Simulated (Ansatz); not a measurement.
## Electronic structure of CH₇AsBNSi (SMILES NB1[SiH2]C1[AsH2]) in real space

```
atom    x (Å)    y (Å)    z (Å)
   N  -0.0818   2.1686  -0.4959
   B   0.1636   0.9443   0.0991
  Si   0.1122  -0.3776   1.5362
   C   1.0291  -0.3322  -0.1434
  As   0.2703  -1.4101  -1.6169
   H  -0.7218   2.8532  -0.1094
   H   0.3629   2.4632  -1.3606
   H  -0.8685  -1.4852   1.7152
   H   0.9604  -0.1785   2.7494
   H   2.1244  -0.2867  -0.2360
   H  -1.1811  -1.0031  -1.3502
   H   0.0698  -2.7284  -0.8631
```

Computed with RKS r2SCAN-D4/def2-SVP (Ansatz).

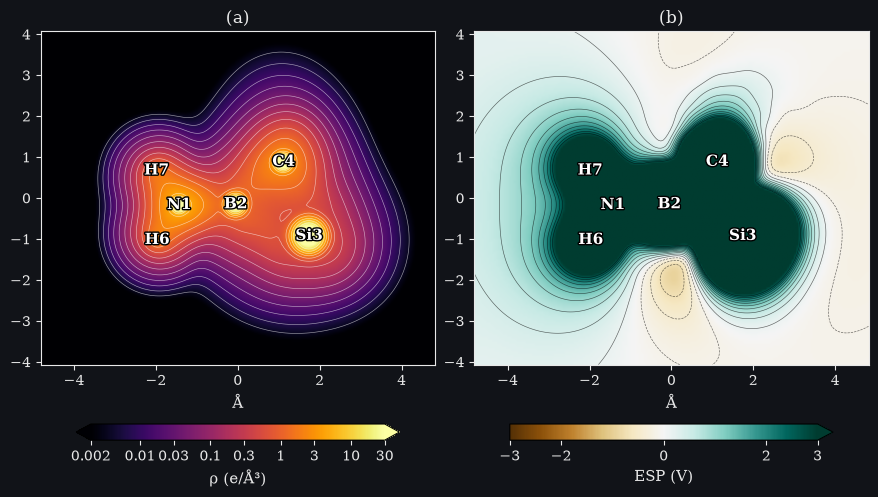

Figure 1. (a) electron density; (b) molecular electrostatic potential on the plane of atoms Si3, B2 and C4.

> What do the fields say about this system?

- The plane passes through N, B, Si, C and H nuclei.
- B–N (1.38 Å): ρ is about 2 e/Å³ halfway.
- C–B (1.56 Å): ρ at the midpoint is about 1.4 e/Å³.
- C–Si (1.91 Å): the density is about 0.82 e/Å³ at the midpoint.
- Si–B (1.95 Å): ρ is about 0.71 e/Å³ halfway.
- N–H (1.01 Å): ρ is about 2.8 e/Å³ halfway.
- Outside the dense part of the molecule the potential is most negative (−0.9 V) near N1.

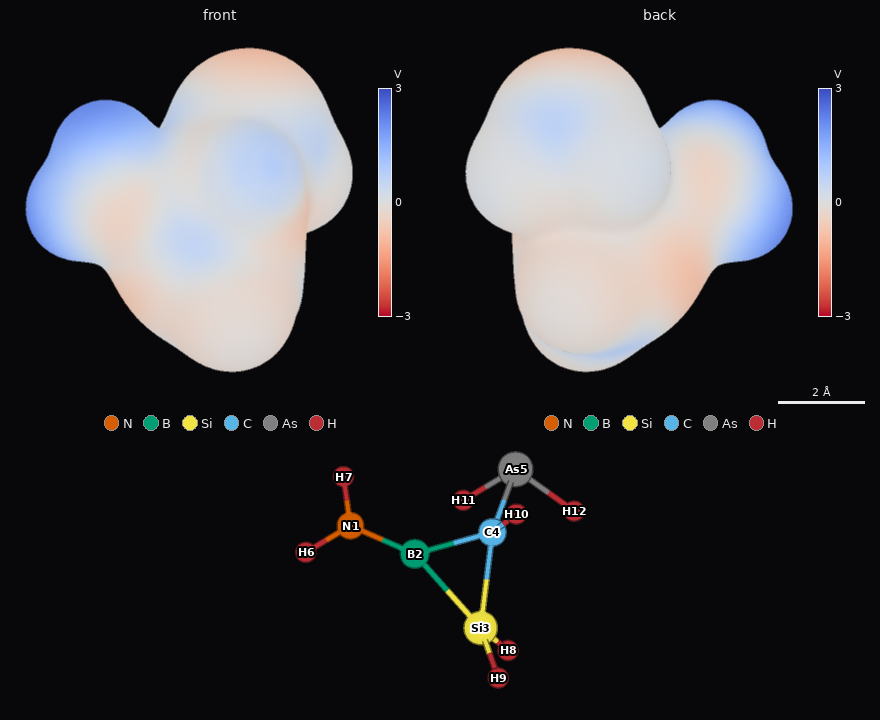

Figure 2. The molecular electrostatic potential painted on the density surface at 0.002 e/bohr³, seen from the front and from behind; red is negative and blue positive. The bare structure is drawn below in the same view.

> Describe the electrostatic potential map.

The most negative region (about −0.8 V) lies over As5, the most positive (about +2.0 V) over H6 and H7.

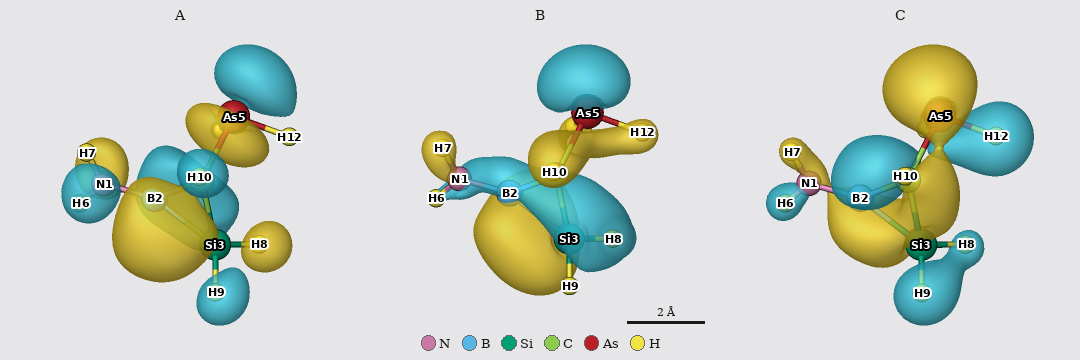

Figure 3. Three frontier orbitals at ±0.08 Å⁻³ᐟ² (yellow and cyan are the two phases), in no order.

> Which picture is the HOMO−1, the HOMO and the LUMO?

C is the HOMO−1 (−6.21 eV). By Hirshfeld shares it lies mainly on As5 (about 30 %), C4 (about 20 %), B2 (about 15 %), Si3 (about 15 %) and H12 (about 10 %). B is the HOMO (−5.32 eV). It lies mainly on Si3 (about 35 %), B2 (about 20 %), As5 (about 15 %) and C4 (about 15 %). A is the LUMO (−1.23 eV). Its weight (Hirshfeld) is mainly on B2 (about 30 %), Si3 (about 20 %), As5 (about 15 %), N1 (about 15 %) and C4 (about 10 %).

> What is the HOMO–LUMO gap?

4.09 eV between the orbital energies.
